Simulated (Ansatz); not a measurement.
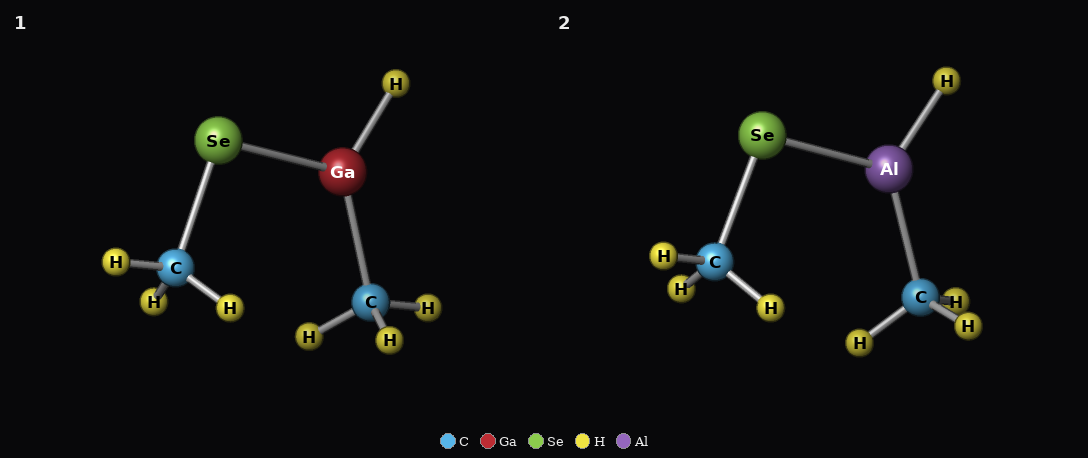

2 molecules with one skeleton, seen from the same side and at one scale. Charge 0, singlet. Computed geometries: PBE0-D4/def2-TZVP optimisations, one conformation each. Properties computed with Ansatz 0.2.0.

One atom differs, called X below: Ga in panel 1, Al in panel 2. Their formulas are C2H7GaSe (`[CH3][GaH][Se]C`), C2H7AlSe (`[CH3][AlH][Se]C`).

Question: In which is the HOMO–LUMO gap larger (B3LYP-D4/def2-TZVPP)?

Answer: In panel 2 (X = Al).

Give the values. With PBE0-D4/def2-TZVP: length of X–C (Å), length of X–H (Å), length of X–Se (Å), angle C–X–H (°). With B3LYP-D4/def2-TZVPP: dipole moment (D), HOMO energy (Kohn–Sham orbital) (eV), HOMO–LUMO gap (eV).

```
                            quantity  1 (Ga)  2 (Al)   2 − 1
                   length of X–C (Å)   1.965   1.950  −0.015
                   length of X–H (Å)   1.565   1.585  +0.020
                  length of X–Se (Å)   2.321   2.311  −0.010
                     angle C–X–H (°)   126.8   124.2    −2.6
                   dipole moment (D)    2.02    2.04   +0.02
HOMO energy (Kohn–Sham orbital) (eV)   −6.43   −6.50   −0.07
                  HOMO–LUMO gap (eV)    5.13    5.37   +0.24
```
